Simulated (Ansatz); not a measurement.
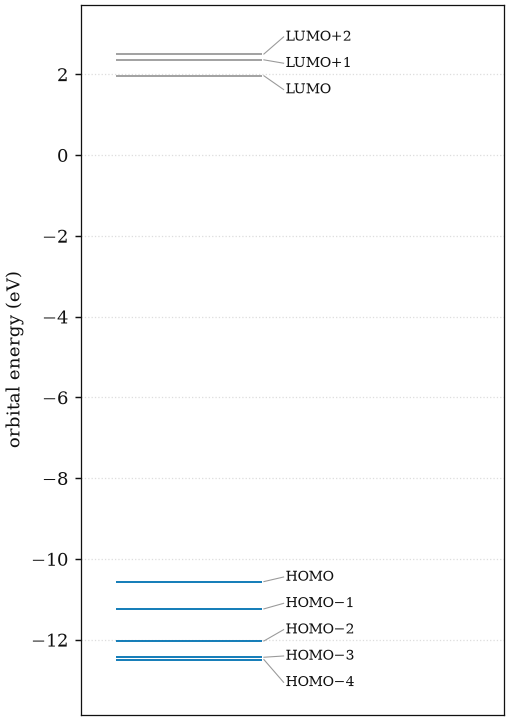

CH₇FSi₂, SMILES FC[SiH2][SiH3]. Kohn-Sham orbital energies near the frontier, ωB97X-V/def2-TZVPP, the Ansatz code 0.2.0, at a PBE0-D4/def2-TZVP geometry (no frequency check), isolated molecule; empty levels in grey, levels within 0.03 eV side by side.

Question: Where do the frontier orbitals lie?

Answer: HOMO at −10.56 eV, LUMO at 1.96 eV, 12.52 eV apart.

Question: How far below the HOMO does the next level lie?

Answer: 0.68 eV.

Note: one conformer of a flexible molecule; empty levels above zero depend strongly on the basis.
